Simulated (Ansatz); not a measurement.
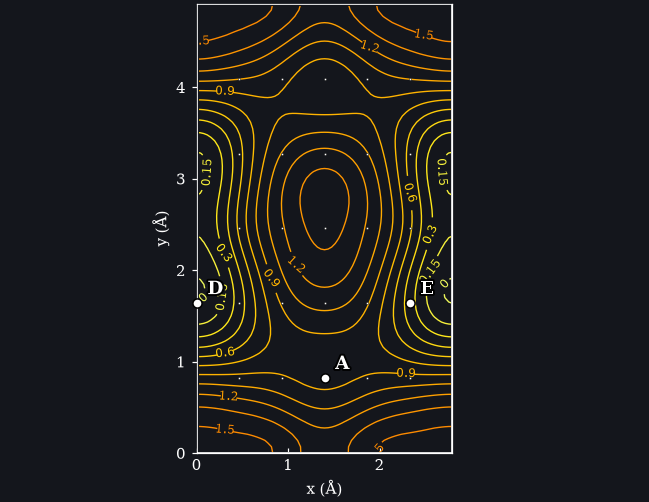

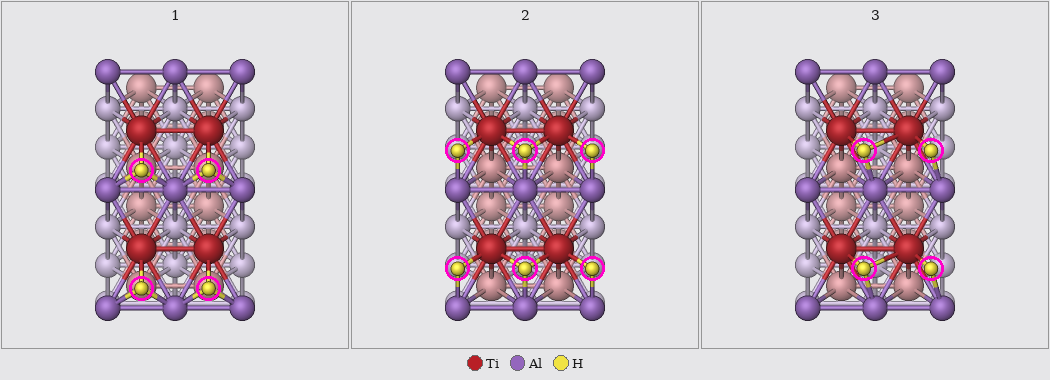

H on a TiAl(101) slab cut from the P4/mmm phase (8 atoms of substrate and one adsorbate in a 1 × 1 cell). 
- One H atom a 1 × 1 cell is placed over a mesh of places on the rigid (1 0 1) surface, and only its height is relaxed.
- Places are given modulo a cell vector. The map is drawn in real space over the plane of the surface.
- Grid: 6 × 6 points.
- Energies are in eV, from the lowest grid point.
- With one adsorbate in each 1 × 1 cell, its nearest image is 2.8 Å away, so neighbouring adsorbates interact.
- Computed with DFT PBEsol, scalar-relativistic, plane waves, PAW (Ansatz 0.2.0).

Drawn: contour lines labelled in eV, dots at the grid points, the outline of one cell of the plane, lettered points. Between grid points the surface is interpolated. The numbered pictures are the structures at these points, in random order. Rings mark the moved atoms.

Which structure belongs to which point?

Answer. A is structure 1: a threefold hollow (Al–Al–Ti) over a second-layer Ti atom, (3/6, 1/6) of the cell vectors, 0.84 eV; D is structure 2: a threefold hollow (Al–Ti–Ti), (0/6, 2/6) of the cell vectors, 0.00 eV; E is structure 3: (5/6, 2/6) of the cell vectors [nearest 1 Ti at 1.78 Å], 0.38 eV.
